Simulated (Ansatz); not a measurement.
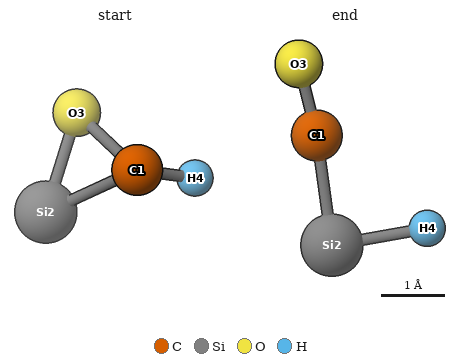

The structure of CHOSi (charge −1) before (left) and after (right) a relaxation, at one scale.

The picture is a ball-and-stick view, seen at a tilt.

The run prepares an end point of a later path (hydrogen shift) calculation, from a guessed geometry.

Theory: Ansatz 0.2.0, UKS B3LYP/def2-SVP.

The input:
```yaml
crystal:
  periodic: [false, false, false]
  atoms:
    - { symbol: C, position_ang: [0.66486, -0.2404, -0.11857] }
    - { symbol: Si, position_ang: [-0.34844, 1.25505, 0.22668] }
    - { symbol: O, position_ang: [-0.74202, 0.01078, -0.80421] }
    - { symbol: H, position_ang: [0.42561, -1.02543, 0.6961] }
total_charge: -1
magnetization:
  spin_polarized: true
basis:
  gaussian: { orbitals: def2-SVP }
hamiltonian:
  xc: b3lyp
relax:
  f_tol: 0.02
  max_steps: 50
output:
  orbitals: {}
```

Launched with:
```bash
ansatz run input.yaml --threads 1 --pin off --max-ram 2048MiB --backend cpu --events-out ev --progress --plain --runs-dir out
```

**Summarise the run.**

The energy falls by 53.5 kcal/mol in 43 accepted moves (46 points after the start). The largest force component goes from 0.96 to 0.0067 eV/Å. The line search rejected the trial steps at points 12, 19, 28 of the run. The largest move after the best rigid fit is that of C1, 1.11 Å. Largest moves by element: C 1.11 Å, Si 1.05 Å, O 0.92 Å, H 0.81 Å. Near-neighbour distances that change, for instance: Si2–O3 1.663 → 2.968 Å, C1–H4 1.156 → 2.314 Å, Si2–H4 2.454 → 1.547 Å, C1–O3 1.585 → 1.189 Å. New bonds form: Si2–H4 (2.45 → 1.55 Å). Bonds break: C1–H4 (1.16 → 2.31 Å), Si2–O3 (1.66 → 2.97 Å). Among the angles between lasting bonds that change: Si2–C1–O3 57.5° → 173.8°.

Limits of the set-up: the basis has no diffuse functions, which an anion needs.
